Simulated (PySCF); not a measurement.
# One shape, several levels: GeSiH5Cl (SMILES [SiH3][GeH2][Cl])

Wanted: a comparison of 5 runs (HF/STO-3G, HF/6-31G, B3LYP/6-31G*, TPSSh/6-311G**, SVWN5/cc-pVTZ) of GeSiH5Cl. 

Program for the calculation: PySCF 2.14.0.

### Step 1. The system as given

GeSiH5Cl: 8 atoms, total charge 0, spin state singlet. SMILES: `[SiH3][GeH2][Cl]`. The shape is that of a PBE0-D4/def2-TZVP optimisation.

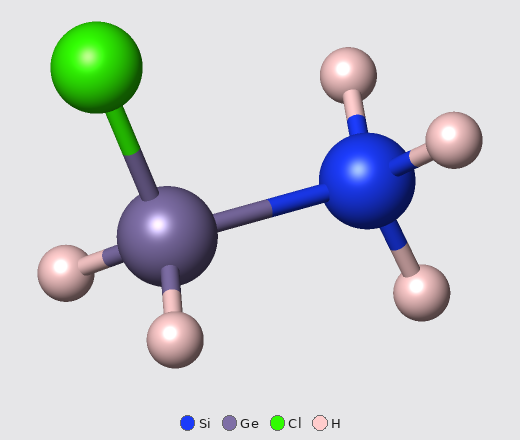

Viewed from a chosen angle; silicon blue, germanium purple, chlorine green, hydrogen pink.

### Step 2. Energy and forces at HF/STO-3G (run 1)

mol.xyz reads:

```xyz
8
ClGeH5Si
Si    -0.863600     0.827300    -0.302500
Ge     0.738300    -0.882000     0.118400
Cl     1.963100    -0.183700     1.766200
H     -1.744900     0.416200    -1.427300
H     -0.149800     2.078700    -0.658900
H     -1.678500     1.035600     0.920200
H      1.703100    -1.135200    -1.051200
H      0.124600    -2.213900     0.579200
```

run.py reads:

```python
import pyscf.grad
from pyscf import gto

system = gto.M(
    atom='mol.xyz',
    max_memory=1860,
    verbose=4,
    charge=0,
    basis='sto-3g',
)

mf = system.RHF()
mf.conv_tol = 1e-10
mf.kernel()
if not mf.converged:
    mf = mf.newton().run(mf.mo_coeff, mf.mo_occ)

e_final = mf.e_tot
print('E = %.10f Eh' % e_final)
grad = mf.Gradients().kernel()
mf.analyze()
```

Launch:

```bash
$ OMP_NUM_THREADS=1 python run.py
```

Output:

```text
PySCF version 2.14.0

[... 75 lines left out ...]
Nuclear Repulsion Energy =             338.365643344756563
[... 10 lines left out ...]
MO #5   energy= -45.4911973423115  occ= 2
[... 8 lines left out ...]
MO #14  energy= -4.55912303964348  occ= 2
[... 8 lines left out ...]
MO #23  energy= -0.696746075075463 occ= 2
[... 8 lines left out ...]
MO #32  energy= -0.394010669848433 occ= 2
[... 8 lines left out ...]
MO #41  energy= 0.588099102600663  occ= 0
[... 52 lines left out ...]
Dipole moment(X, Y, Z, Debye): -2.28110, -0.50325, -2.54077
```

Wall time 5.7 s (1 thread of Intel Xeon at 2.50GHz (Skylake/Cascade Lake), shared host); peak memory 0.12 GiB.

### Step 3. Energy and forces at HF/6-31G (run 2)

calc.py reads:

```python
from pyscf import gto

system = gto.M(
    atom='''
Si    -0.863600     0.827300    -0.302500
Ge     0.738300    -0.882000     0.118400
Cl     1.963100    -0.183700     1.766200
H     -1.744900     0.416200    -1.427300
H     -0.149800     2.078700    -0.658900
H     -1.678500     1.035600     0.920200
H      1.703100    -1.135200    -1.051200
H      0.124600    -2.213900     0.579200
''',
    charge=0,
    basis='6-31g',
    verbose=3,
    max_memory=1860,
)

mf = system.RHF()
mf.conv_tol = 1e-10
mf.kernel()
if not mf.converged:
    mf = mf.newton().run(mf.mo_coeff, mf.mo_occ)

energy = mf.e_tot
print('E = %.10f Eh' % energy)
grad = mf.nuc_grad_method().kernel()
mf.analyze()
```

Launch:

```bash
$ OMP_NUM_THREADS=1 python calc.py
```

Output:

```text
converged SCF energy = -2826.29135081361
[... 17 lines left out ...]
MO #8   energy= -10.538000017155   occ= 2
[... 10 lines left out ...]
MO #19  energy= -4.2673139129972   occ= 2
[... 10 lines left out ...]
MO #30  energy= -0.493629209562525 occ= 2
[... 10 lines left out ...]
MO #41  energy= 0.226140233196932  occ= 0
[... 10 lines left out ...]
MO #52  energy= 0.722011383141999  occ= 0
[... 10 lines left out ...]
MO #63  energy= 3.26821838653407   occ= 0
[... 9 lines left out ...]
Dipole moment(X, Y, Z, Debye): -2.25236, -0.67093, -2.62381
```

Run time: 25 s. Hardware: 1 thread of Intel Xeon at 2.50GHz (Skylake/Cascade Lake), shared host; peak memory 0.14 GiB.

### Step 4. Energy and forces at B3LYP/6-31G(d) (spherical functions) (run 3)

input.py reads:

```python
import pyscf.grad
from pyscf import gto, dft

system = gto.M(
    atom='''
Si      -0.863600       0.827300      -0.302500
Ge       0.738300      -0.882000       0.118400
Cl       1.963100      -0.183700       1.766200
H       -1.744900       0.416200      -1.427300
H       -0.149800       2.078700      -0.658900
H       -1.678500       1.035600       0.920200
H        1.703100      -1.135200      -1.051200
H        0.124600      -2.213900       0.579200
''',
    spin=0,
    max_memory=1860,
    basis='6-31g*',
    verbose=4,
)

calc0 = dft.RKS(system)
calc0.xc = 'b3lyp'
calc0.grids.level = 5
calc0.conv_tol = 1e-10
calc0.kernel()
if not calc0.converged:
    calc0 = calc0.newton().run(calc0.mo_coeff, calc0.mo_occ)

etot = calc0.e_tot
print(f'total energy: {etot:.8f} hartree')
grad = calc0.Gradients().kernel()
calc0.analyze()
```

Launch:

```bash
$ OMP_NUM_THREADS=1 python input.py
```

Output:

```text
PySCF version 2.14.0

[... 99 lines left out ...]
MO #3   energy= -66.1281171766774  occ= 2
[... 14 lines left out ...]
MO #18  energy= -3.65091564932826  occ= 2
[... 14 lines left out ...]
MO #33  energy= -0.303831090460679 occ= 2
[... 14 lines left out ...]
MO #48  energy= 0.233452021922144  occ= 0
[... 14 lines left out ...]
MO #63  energy= 0.824731056167467  occ= 0
[... 14 lines left out ...]
MO #78  energy= 3.456412754228     occ= 0
[... 89 lines left out ...]
Dipole moment(X, Y, Z, Debye): -1.59807, -0.34622, -1.77580
```

It took 71 s on 1 thread of Intel Xeon at 2.50GHz (Skylake/Cascade Lake), shared host; peak memory 0.76 GiB.

Run 4 isn't shown in full; the table further down has it.

### Step 5. Energy and forces at SVWN5/cc-pVTZ (run 5)

input.py reads:

```python
import pyscf.grad
from pyscf import gto, dft

system = gto.M(
    atom='''
Si    -1.631967     1.563370    -0.571642
Ge     1.395185    -1.666738     0.223744
Cl     3.709721    -0.347143     3.337634
H     -3.297383     0.786504    -2.697206
H     -0.283081     3.928174    -1.245141
H     -3.171905     1.957000     1.738926
H      3.218393    -2.145217    -1.986480
H      0.235460    -4.183665     1.094529
''',
    unit='bohr',
    basis='cc-pvtz',
    max_memory=1860,
    spin=0,
    verbose=4,
)

myscf = dft.RKS(system, xc='svwn')
myscf.conv_tol = 1e-10
myscf.grids.level = 5
myscf.kernel()
if not myscf.converged:
    myscf = myscf.newton().run(myscf.mo_coeff, myscf.mo_occ)

e_tot = myscf.e_tot
print('E(%s) = %.9f' % ('SVWN5', e_tot))
grad = myscf.Gradients().kernel()
myscf.analyze()
```

Launch:

```bash
$ OMP_NUM_THREADS=1 python input.py
```

Output:

```text
PySCF version 2.14.0

[... 123 lines left out ...]
MO #21  energy= -1.13101974272298  occ= 2
[... 31 lines left out ...]
MO #53  energy= 0.272881908912387  occ= 0
[... 31 lines left out ...]
MO #85  energy= 0.958620473138605  occ= 0
[... 31 lines left out ...]
MO #117 energy= 1.85528047034234   occ= 0
[... 31 lines left out ...]
MO #149 energy= 3.36504549594211   occ= 0
[... 31 lines left out ...]
MO #181 energy= 5.26834439258615   occ= 0
[... 192 lines left out ...]
Dipole moment(X, Y, Z, Debye): -1.39495, -0.27740, -1.53373
```

Run time: 4.5 min. Hardware: 1 thread of Intel Xeon at 2.50GHz (Skylake/Cascade Lake), shared host; peak memory 1.7 GiB.

### Step 6. The series

```
run                               level  integration grid   energy (Eh)  dipole moment (D)  HOMO energy (eV)  LUMO energy (eV)  wall time
  1                           HF/STO-3G                 –  -2794.927777               3.45             -8.89              8.49      5.7 s
  2                            HF/6-31G                 –  -2826.291351               3.52            -10.97              2.22       25 s
  3  B3LYP/6-31G* (spherical functions)                 5  -2829.491589               2.41             -7.81             -0.79       71 s
  4                      TPSSh/6-311G**                 5  -2829.724169               2.42             -7.61             -1.12    2.2 min
  5                       SVWN5/cc-pVTZ                 5  -2823.972402               2.09             -7.04             -1.79    4.5 min
```

### Step 7. Summary of results

| quantity | value |
| --- | --- |
| run 5: total energy | -2823.97240 Eh |
| run 5: dipole moment | 2.09 D |
| run 5: HOMO energy | -7.04 eV |
| run 5: LUMO energy | -1.79 eV |
| run 5: HOMO–LUMO gap | 5.25 eV |
| run 5: largest force on an atom | 0.390 eV/Å |

The dipole moment (its size) runs from 2.09 D (SVWN5/cc-pVTZ) to 3.52 D (HF/6-31G). The two ends differ in method and basis. The HOMO–LUMO gap runs from 5.25 eV (SVWN5/cc-pVTZ) to 17.38 eV (HF/STO-3G). Totals of different functionals can't be ranked against each other. In run 1 the basis is minimal, so the values are rough. All runs together took 8.3 min, the longest 4.5 min.
